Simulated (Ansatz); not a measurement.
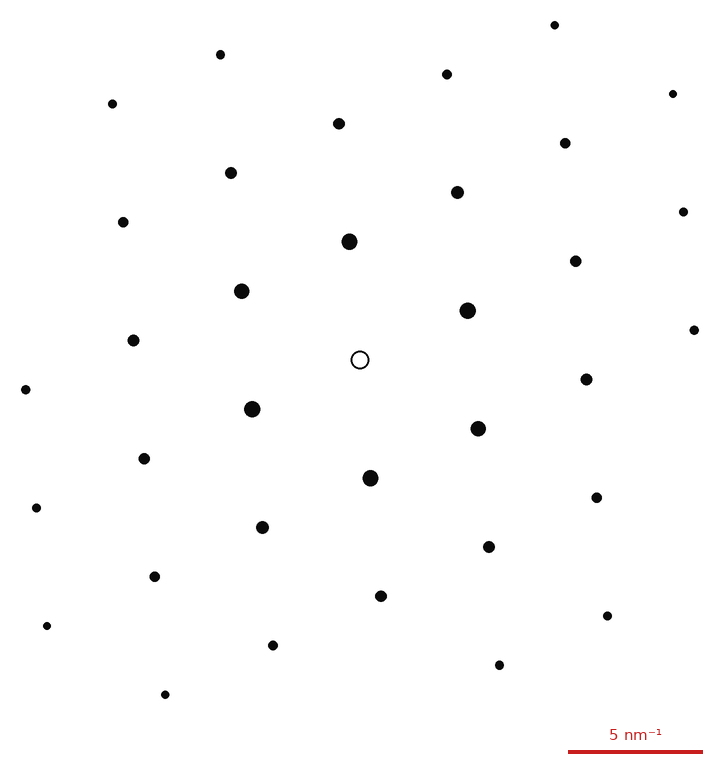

Kinematic zone-axis pattern, calculated for 100 keV electrons with B = 0.3 Å².

Phase: Pt, space group Fm-3m (No. 225), a = 3.894 Å. Structure: the input geometry of an electronic-structure calculation (not necessarily at equilibrium).

### Which low-index zone axis gives this pattern?

The spots form a centred rectangular net with both shortest vectors at d = 2.25 Å, 70.5° apart. They index as -1 1 -1 and -1 1 1, so the zone axis is [110] (or an equivalent direction of <110>).
